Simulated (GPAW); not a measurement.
Computed F K edges (GPAW, LDA (with +U on some cations), full core hole (charged cell), supercells with 5.6 to 7.6 Å between holes, Gaussian full width 0.9 eV up to 4 eV, rising linearly to 3.5 eV at 25 eV) of these absorbers are given in random order:
A. KMnF3 (Pm-3m): 2 Mn at 2.09 Å (linear, site symmetry 4/mmm)
B. CuF2 (P2_1/c): 1 Cu at 1.91 Å, 1 Cu at 1.93 Å and 1 Cu at 2.31 Å (distorted trigonal planar, site symmetry 1)
C. KCdF3 (Pm-3m): 2 Cd at 2.19 Å (linear, site symmetry 4/mmm)

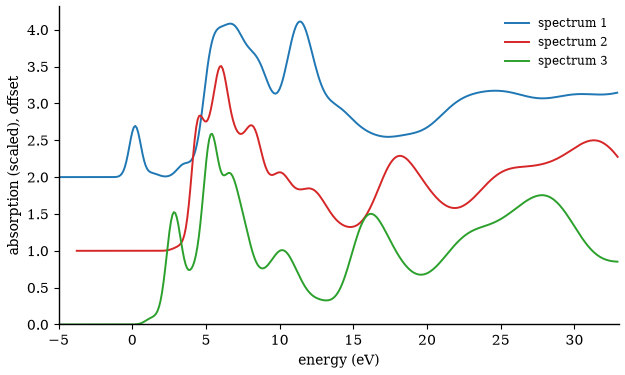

Energy from 677.7 eV of photon energy (total-energy differences plus the lowest empty eigenvalue of the charged cell, less 9.9 eV, the free-atom term for the hole's spin; none where the hole was spin-polarised); mean of 1 over the first 20 eV. In the free atom LDA prices this hole about 5 eV below PBE, which is itself good to a few eV.

Q: Which spectrum belongs to which crystal?

Spectrum 1 is B (rising edge 677.7 eV, maxima 0.2 eV (0.69), 6.6 eV (2.08) and 11.4 eV (2.11) above its zero). Spectrum 2 is A (rising edge 681.5 eV, maxima 2.4 eV (1.84) and 3.8 eV (2.51) above its zero). Spectrum 3 is C (rising edge 679.9 eV, maxima 2.4 eV (1.52) and 5.0 eV (2.59) above its zero). After the best relative shift (up to 4 eV allowed) the most alike pair, KCdF3 (Pm-3m) and KMnF3 (Pm-3m), differs by 33 % r.m.s., the least alike, KCdF3 (Pm-3m) and CuF2 (P2_1/c), by 51 %. Between 0 and 20 eV on the axis shown, these two part most near 11.6 eV, where CuF2 (P2_1/c) is higher by 1.5. The rising edges span 3.8 eV, lowest for CuF2 (P2_1/c).

The hole lies in one spin channel, while the script sums the empty states of both and takes the lower zero; where the two channels are split, this blurs and shifts the curve. The spins start ferromagnetically in a simple order, which needn't be the measured one; gap and edge can depend on it. The spins start antiferromagnetically in a simple order, which needn't be the measured one; gap and edge can depend on it. Lifetime broadening is put in by hand, and intensities beyond about 20 eV depend on it. Meshes are coarse enough for small ripples in KMnF3 (Pm-3m), CuF2 (P2_1/c) and KCdF3 (Pm-3m). Some cells keep the holes under 6.5 Å apart, so shapes are probably not fully converged. The structures are entries of the Crystallography Open Database and the Materials Project (computed), used as given.

[Hosts, paths, dates, database ids (printed as entryN), source tags and the programs' standing remarks are cut or masked in the printed files.]
